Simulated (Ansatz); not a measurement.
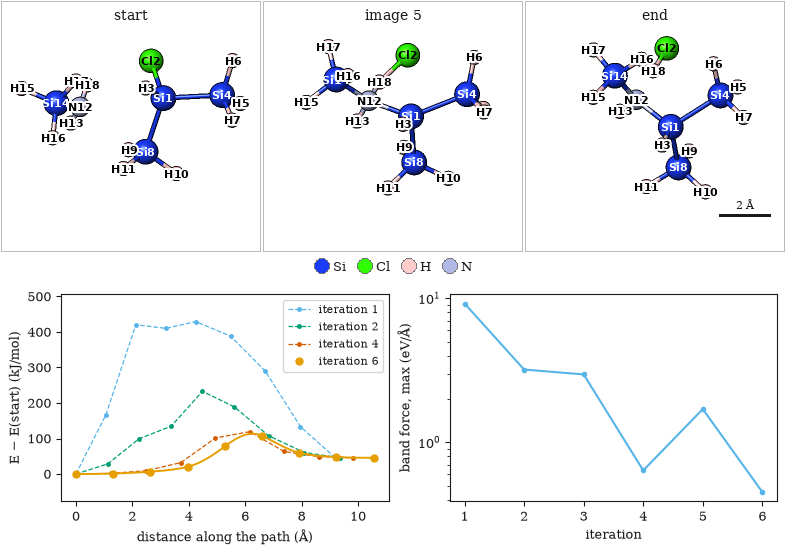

NEB run on Si$_{4}$NH$_{12}$Cl, made up of Si3H7Cl and SiNH5. Images are numbered from 0 (start) to 8 (end). The plot follows the band through its iterations. A ball-and-stick model, seen at a tilt.

Theory: RKS PBE0/6-31G* in Ansatz. Run with 7 movable images; climbing image; force threshold 0.5 eV/Å; iteration limit 60; starting path through a guess of the saddle point.

Did the band converge, and can the barrier be trusted?

The run met only a loose threshold, so the barrier can't be trusted yet. The band converged in 6 iterations. The largest component of the band force went from 9.2 to 0.45 eV/Å. The climbing image converged on the top of the path. Its curvatures weren't checked. The force threshold is so loose that the height of the top is at best an upper bound. The first iteration put the highest image at 429.4 kJ/mol. The energy climbs by 107.8 kJ/mol to image 5 and then falls by 62.2 kJ/mol, so the end point sits at +45.6 kJ/mol.

Limits of the set-up: the start holds two separate molecules, 2.6 Å apart at their closest, whose relative position is a soft coordinate and is computed without a dispersion correction.
